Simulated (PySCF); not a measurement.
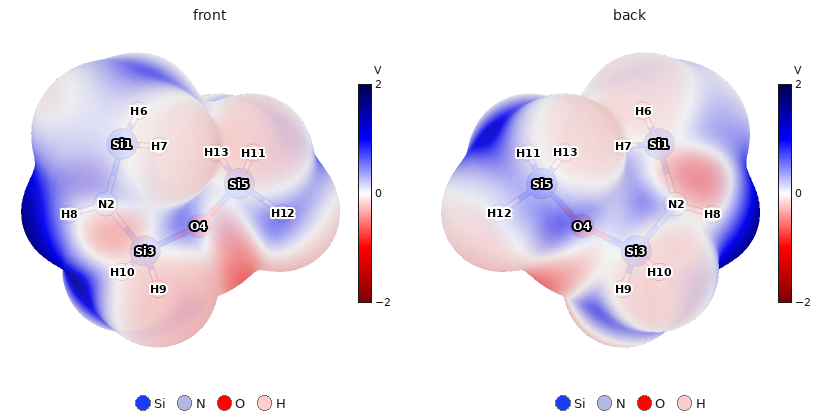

H8NOSi3 (doublet). The electrostatic potential painted on the density surface at 0.001 e/bohr³, seen from the front and from behind; red is negative and blue positive.

Geometry: GFN2-xTB.

The calculation used PySCF, UKS B3LYP, pcH-1 on H N O Si, non-relativistic, mean-field spin-orbit, GIAO.

```xyz
13

Si    1.7057    0.7105    1.2147
N     1.6718   -0.6526    0.1407
Si    0.4915   -1.0473   -1.0582
O    -0.8586   -0.2083   -0.7648
Si   -1.9942    0.5774    0.0697
H     0.6618    0.6171    2.2327
H     1.6996    1.9803    0.4920
H     2.4694   -1.2653    0.1596
H     0.8985   -0.6121   -2.3928
H     0.1645   -2.4667   -0.9485
H    -1.5179    1.9435    0.2898
H    -3.1725    0.5343   -0.7934
H    -2.2240   -0.1102    1.3407
```

Question: Describe the electrostatic potential map.

Answer: The most negative region (about −0.5 V) lies over O4, the most positive (about +1.6 V) over H8.
